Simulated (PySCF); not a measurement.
BH₆NO₂Si (SMILES N[SiH2]B(O)O)

```xyz
11

N     1.7144    0.3078   -0.7386
Si    0.7477   -0.1762    0.6217
B    -1.1427   -0.1252    0.0630
O    -1.7416   -1.2741   -0.3223
O    -1.9322    0.9903    0.0361
H     1.5302   -0.1277   -1.6290
H     2.7120    0.3793   -0.6105
H     1.1882   -1.4565    1.2157
H     1.1201    0.8466    1.6241
H    -2.6627   -1.1787   -0.5773
H    -1.5279    1.8171    0.2911
```

Geometry: GFN2-xTB.

These are results of PBE0/pcSseg-1, SCF density, gas phase, non-relativistic (PySCF 2.14.0), not measurements.

> What will maps of the electron density and electron localisation function show?

B–O (1.35 Å): ρ at the midpoint is about 2.2 e/Å³; the ELF peaks at about 0.90 between the atoms, as expected for a short, strongly polar bond.
Si–B (1.97 Å): ρ at the midpoint is about 0.86 e/Å³; the ELF peaks at about 1 between the atoms; a covalent bond.
O–H (0.96 Å): ρ at the midpoint is about 3.8 e/Å³; the ELF climbs to about 1 towards the hydrogen, as it does in any bond to H: an ordinary covalent bond to hydrogen.

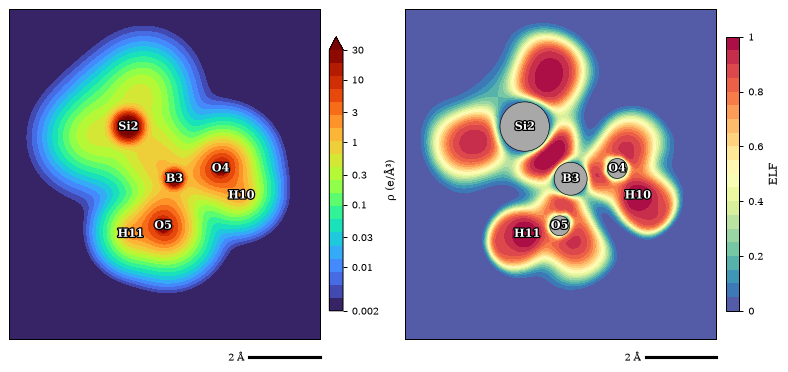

Computed electron density and electron localisation function on the plane of atoms B3, O5 and H11, in this order. Grey discs cover the atomic cores in the ELF map. 
